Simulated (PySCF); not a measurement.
Single-point calculation of C$_{2}$H$_{5}$GeN

C$_{2}$H$_{5}$GeN, computed with wB97X/def2-SVP, RKS (PySCF 2.14.0).

The geometry comes from this level: PBE0-D4/def2-TZVP.

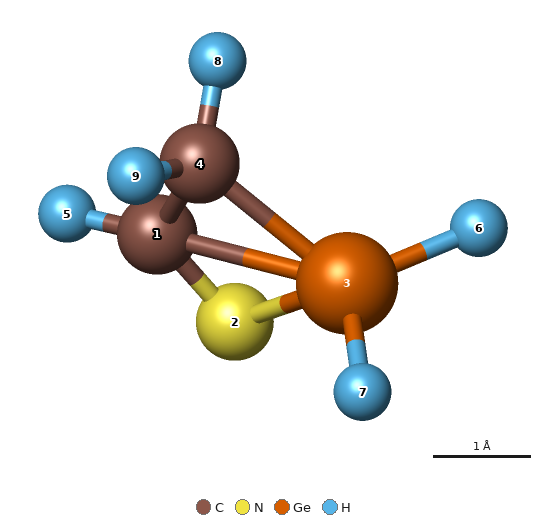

**Figure 1.** The structure as given in the input (ball-and-stick view, seen at a tilt; atoms are numbered from 1 in the order of the input). Sticks mark near contacts. Bond lengths as drawn: C–C 1.51 Å, C–Ge 1.98 to 2.30 Å, C–H 1.09 to 1.10 Å, C–N 1.28 Å, Ge–H 1.54 Å and Ge–N 1.91 Å.

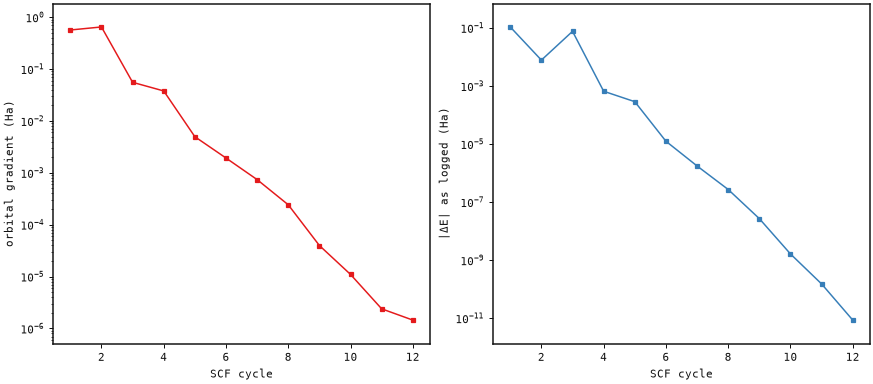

**Figure 2.** Convergence of the self-consistent field: orbital gradient and size of the energy change against the SCF cycle. The residual falls almost steadily, with no more than small rises.

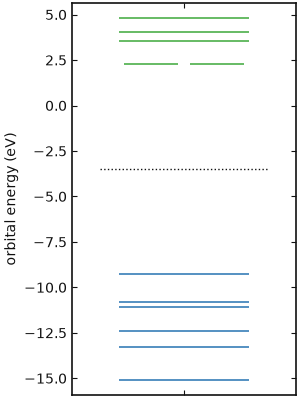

**Figure 3.** Orbital energies near the frontier; the dotted line parts filled from empty levels, and levels within 0.02 eV of each other stand side by side. Highest filled −9.24 eV, lowest empty 2.27 eV, 11.51 eV apart.

These pictures come from the run below.

**The input (input.py)**
```python
from pyscf import gto, dft

mol = gto.Mole()
mol.atom = [
    ('C', (-0.186800, -0.549700, -1.075100)),
    ('N', (1.035900, -0.182500, -1.141500)),
    ('Ge', (0.903900, 0.560600, 0.613000)),
    ('C', (-0.885400, -0.197100, 0.218500)),
    ('H', (-0.675600, -1.079500, -1.903400)),
    ('H', (1.056500, 2.089100, 0.684100)),
    ('H', (1.776000, -0.127000, 1.676700)),
    ('H', (-1.720500, 0.497400, 0.107000)),
    ('H', (-1.215600, -1.057700, 0.803700)),
]
mol.max_memory = 1860
mol.charge = 0
mol.verbose = 4
mol.basis = 'def2-svp'
mol.build()

ks = dft.RKS(mol)
ks.xc = 'wb97x'
ks.conv_tol = 1e-10
ks.grids.level = 5
ks.kernel()
if not ks.converged:
    ks = ks.newton().run(ks.mo_coeff, ks.mo_occ)

etot = ks.e_tot
print(f'total energy: {etot:.8f} hartree')
```

Launch command:
```bash
OMP_NUM_THREADS=1 python input.py
```

**Output**
```
PySCF version 2.14.0

[INPUT] num. atoms = 9
[INPUT] num. electrons = 56
[INPUT] charge = 0
[INPUT] spin (= nelec alpha-beta = 2S) = 0
[INPUT] symmetry False subgroup None
[INPUT] Mole.unit = angstrom
[INPUT] Symbol           X                Y                Z      unit          X                Y                Z       unit  Magmom
[INPUT]  1 C     -0.186800000000  -0.549700000000  -1.075100000000 AA   -0.353000840069  -1.038782450673  -2.031644556520 Bohr   0.0
[INPUT]  2 N      1.035900000000  -0.182500000000  -1.141500000000 AA    1.957567292437  -0.344875017733  -2.157122371191 Bohr   0.0
[INPUT]  3 Ge     0.903900000000   0.560600000000   0.613000000000 AA    1.708123443994   1.059380465431   1.158402114358 Bohr   0.0
[INPUT]  4 C     -0.885400000000  -0.197100000000   0.218500000000 AA   -1.673163510690  -0.372465019152   0.412905158217 Bohr   0.0
[INPUT]  5 H     -0.675600000000  -1.079500000000  -1.903400000000 AA   -1.276698969756  -2.039959351468  -3.596904705497 Bohr   0.0
[INPUT]  6 H      1.056500000000   2.089100000000   0.684100000000 AA    1.996495650603   3.947826846829   1.292761641815 Bohr   0.0
[INPUT]  7 H      1.776000000000  -0.127000000000   1.676700000000 AA    3.356153597228  -0.239995217820   3.168503793058 Bohr   0.0
[INPUT]  8 H     -1.720500000000   0.497400000000   0.107000000000 AA   -3.251273797314   0.939949774359   0.202200695328 Bohr   0.0
[INPUT]  9 H     -1.215600000000  -1.057700000000   0.803700000000 AA   -2.297151077021  -1.998763321952   1.518772886313 Bohr   0.0

nuclear repulsion = 262.02866596096
number of shells = 45
number of NR pGTOs = 181
number of NR cGTOs = 99
basis = def2-svp
ecp = {}

******** <class 'pyscf.dft.rks.RKS'> ********
method = RKS
initial guess = minao
damping factor = 0
level_shift factor = 0
DIIS = <class 'pyscf.scf.diis.CDIIS'>
diis_start_cycle = 1
diis_space = 8
diis_damp = 0
SCF conv_tol = 1e-10
SCF conv_tol_grad = None
SCF max_cycles = 50
direct_scf = True
direct_scf_tol = 1e-13
XC library pyscf.dft.libxc version 7.0.0
    S. Lehtola, C. Steigemann, M. J.T. Oliveira, and M. A.L. Marques.,  SoftwareX 7, 1–5 (2018)
XC functionals = wb97x
radial grids:
    Treutler-Ahlrichs [JCP 102, 346 (1995); DOI:10.1063/1.469408] (M4) radial grids

becke partition: Becke, JCP 88, 2547 (1988); DOI:10.1063/1.454033
pruning grids: <function nwchem_prune>
grids dens level: 5
symmetrized grids: False
atomic radii adjust function: <function treutler_atomic_radii_adjust>
small_rho_cutoff = 0
Set gradient conv threshold to 1e-05
Initial guess from minao.
tot grids = 290512
init E= -2210.39061447886
  HOMO = -0.279010464896341  LUMO = -0.0372436318513332  gap/eV = 6.57881
cycle= 1 E= -2210.49865660867  delta_E= -0.108  |g|= 0.567  |ddm|= 3.11
  HOMO = -0.25260162950751  LUMO = 0.0690053656282945  gap/eV = 8.75137
cycle= 2 E= -2210.49086307507  delta_E= 0.00779  |g|= 0.649  |ddm|= 1.03
  HOMO = -0.341010047004041  LUMO = 0.0767942053509577  gap/eV = 11.36903
cycle= 3 E= -2210.56717393086  delta_E= -0.0763  |g|= 0.0556  |ddm|= 0.579
  HOMO = -0.336166285332466  LUMO = 0.0825817088619829  gap/eV = 11.39471
cycle= 4 E= -2210.56783308203  delta_E= -0.000659  |g|= 0.0379  |ddm|= 0.0808
  HOMO = -0.339413147801604  LUMO = 0.0834832524416607  gap/eV = 11.50760
cycle= 5 E= -2210.56812076641  delta_E= -0.000288  |g|= 0.00497  |ddm|= 0.0463
  HOMO = -0.339420220556585  LUMO = 0.0835237190746849  gap/eV = 11.50889
cycle= 6 E= -2210.56813325951  delta_E= -1.25e-05  |g|= 0.00193  |ddm|= 0.0153
  HOMO = -0.339621291693212  LUMO = 0.0834649190876431  gap/eV = 11.51276
cycle= 7 E= -2210.56813502277  delta_E= -1.76e-06  |g|= 0.00074  |ddm|= 0.00557
  HOMO = -0.339640581079819  LUMO = 0.0834765110141377  gap/eV = 11.51360
cycle= 8 E= -2210.56813529435  delta_E= -2.72e-07  |g|= 0.000242  |ddm|= 0.00203
  HOMO = -0.339686865058996  LUMO = 0.0834724945821568  gap/eV = 11.51475
cycle= 9 E= -2210.56813532139  delta_E= -2.7e-08  |g|= 3.97e-05  |ddm|= 0.000611
  HOMO = -0.339686574170449  LUMO = 0.0834756036208255  gap/eV = 11.51483
cycle= 10 E= -2210.56813532304  delta_E= -1.64e-09  |g|= 1.1e-05  |ddm|= 0.000174
  HOMO = -0.339687300302006  LUMO = 0.0834751833479582  gap/eV = 11.51484
cycle= 11 E= -2210.56813532319  delta_E= -1.52e-10  |g|= 2.39e-06  |ddm|= 7.44e-05
  HOMO = -0.339687362220785  LUMO = 0.0834754124972148  gap/eV = 11.51485
cycle= 12 E= -2210.5681353232  delta_E= -8.64e-12  |g|= 1.45e-06  |ddm|= 1.14e-05
  HOMO = -0.339687167533231  LUMO = 0.0834753279562419  gap/eV = 11.51484
Extra cycle  E= -2210.56813532318  delta_E= 1.41e-11  |g|= 1.42e-06  |ddm|= 3.59e-06
converged SCF energy = -2210.56813532318
total energy: -2210.56813532 hartree
```

**Summary**

```tsv
quantity	value
outcome	converged
total energy	−2210.568135 hartree
basis functions	99
HOMO	−9.24 eV
LUMO	2.27 eV
dipole moment	2.49 D
hardware	1 thread of Intel Xeon @ 2.70GHz, 189 GiB of memory available, shared host
wall time	38 s
peak memory	0.52 GiB
```
